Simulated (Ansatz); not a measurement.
# C6H16GeO (GeMe3(OiPr)): what the fields show

The calculation's input:

```
crystal:
  periodic: [false, false, false]
  atoms:
    - {symbol: Ge, position_ang: [0.956474, 0.771625, -0.046306]}
    - {symbol: C, position_ang: [1.050393, 0.813458, 1.918759]}
    - {symbol: H, position_ang: [0.043162, 0.915089, 2.368710]}
    - {symbol: H, position_ang: [1.663107, 1.678143, 2.245313]}
    - {symbol: H, position_ang: [1.519523, -0.112992, 2.304923]}
    - {symbol: C, position_ang: [2.715406, 0.561191, -0.877825]}
    - {symbol: H, position_ang: [3.330821, 1.471773, -0.733715]}
    - {symbol: H, position_ang: [2.596487, 0.382246, -1.964750]}
    - {symbol: H, position_ang: [3.247678, -0.303992, -0.436919]}
    - {symbol: C, position_ang: [0.029125, 2.352121, -0.766431]}
    - {symbol: H, position_ang: [-0.238806, 2.176583, -1.827512]}
    - {symbol: H, position_ang: [0.689575, 3.241589, -0.712887]}
    - {symbol: H, position_ang: [-0.898607, 2.569960, -0.202147]}
    - {symbol: O, position_ang: [0.091506, -0.742108, -0.565549]}
    - {symbol: C, position_ang: [-1.007686, -1.294745, 0.146601]}
    - {symbol: C, position_ang: [-1.198100, -2.722619, -0.364370]}
    - {symbol: C, position_ang: [-2.278182, -0.453391, -0.019813]}
    - {symbol: H, position_ang: [-0.771942, -1.348659, 1.241013]}
    - {symbol: H, position_ang: [-1.434186, -2.707235, -1.448695]}
    - {symbol: H, position_ang: [-2.021993, -3.238684, 0.169510]}
    - {symbol: H, position_ang: [-0.266180, -3.305784, -0.227771]}
    - {symbol: H, position_ang: [-2.149810, 0.563947, 0.403730]}
    - {symbol: H, position_ang: [-2.524325, -0.345165, -1.096780]}
    - {symbol: H, position_ang: [-3.143461, -0.922330, 0.492911]}
basis:
  gaussian: {orbitals: def2-TZVP, initial_orbitals: start.molden}
hamiltonian: {xc: pbe0, dispersion: d4}
scf: {omitted_lower_state_checks: [starts]}
output: {forces: true, orbitals: {seedname: orbitals}}
```

Command:

```sh
ansatz run in.yaml --threads 2 --pin off --events-out ev --progress --plain --max-ram 31744MiB --backend cuda --devices 0, --max-vram 18GiB
```

Geometry: PBE-D4/def2-SVP; not at a stationary point (largest force 0.6 eV/Å).

These are results of Ansatz, RKS PBE0-D4/def2-TZVP, not measurements.

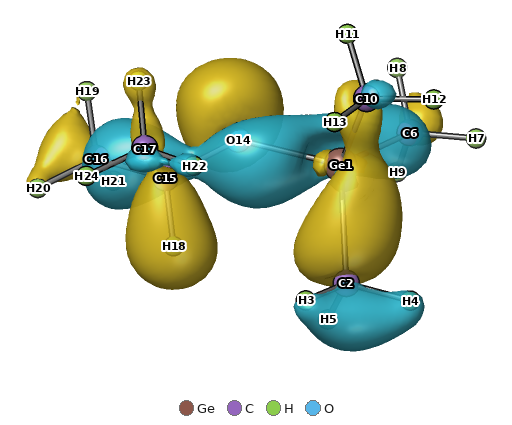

Figure 1. The HOMO−1 at ±0.1 Å⁻³ᐟ² (yellow and cyan are the two phases), seen from one side.

> Where does this orbital lie, and at what energy?

Its weight (Hirshfeld) is mainly on O14 (about 40 %), Ge1 (about 10 %), C15 (about 10 %), C2 (about 10 %) and C16 (about 5 %). Its energy is −7.80 eV.

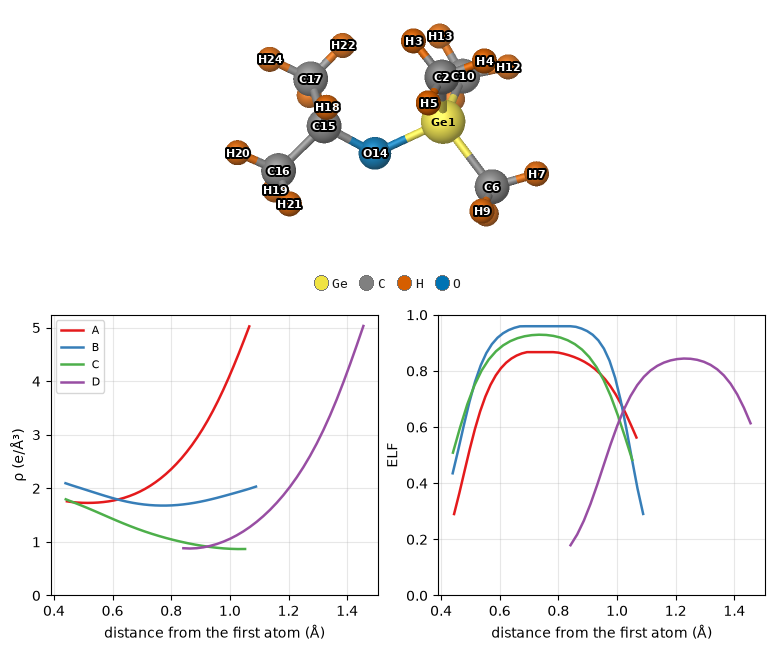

Figure 2. Total electron density and ELF along straight lines between neighbouring atoms. The curves leave out the atomic cores. The structure is drawn too.

> Which curve belongs to which contact (C–C, C–Ge, C–O and Ge–O)? The first atom named is at distance zero.

Curve A: C–O (1.42 Å): ρ is about 2 e/Å³ halfway, with its minimum of 1.7 e/Å³ about 0.5 Å from C; the ELF peaks at about 0.85 between the atoms, as expected for a shared but strongly polarised pair. Curve B: C–C (1.53 Å): ρ is about 1.7 e/Å³ halfway; the ELF peaks at about 0.95 between the atoms: a covalent bond. Curve C: C–Ge (1.96 Å): ρ is about 0.88 e/Å³ halfway; the ELF peaks at about 0.95 in the valence shell of C, 0.7 Å from its nucleus, and is about 0.70 at the midpoint. Curve D: Ge–O (1.82 Å): ρ at the midpoint is about 0.9 e/Å³; the ELF peaks at about 0.85 in the valence shell of O, 0.6 Å from its nucleus, and is about 0.35 at the midpoint.

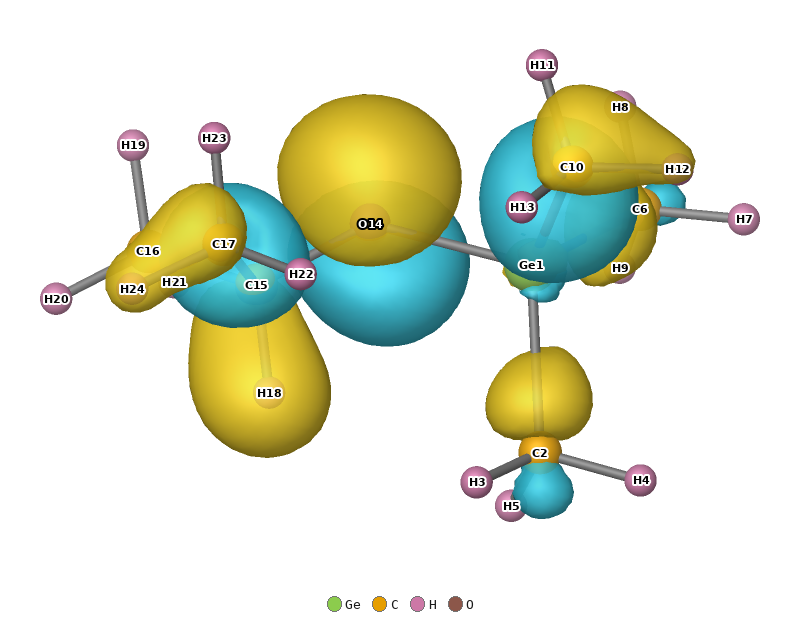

Figure 3. The HOMO at ±0.1 Å⁻³ᐟ² (yellow and cyan are the two phases), seen from one side.

> Describe this orbital and give its energy.

Its weight (Hirshfeld) is mainly on O14 (about 50 %), C10 (about 10 %), C15 (about 10 %), Ge1 (about 10 %) and C17 (about 5 %). Its energy is −7.17 eV.
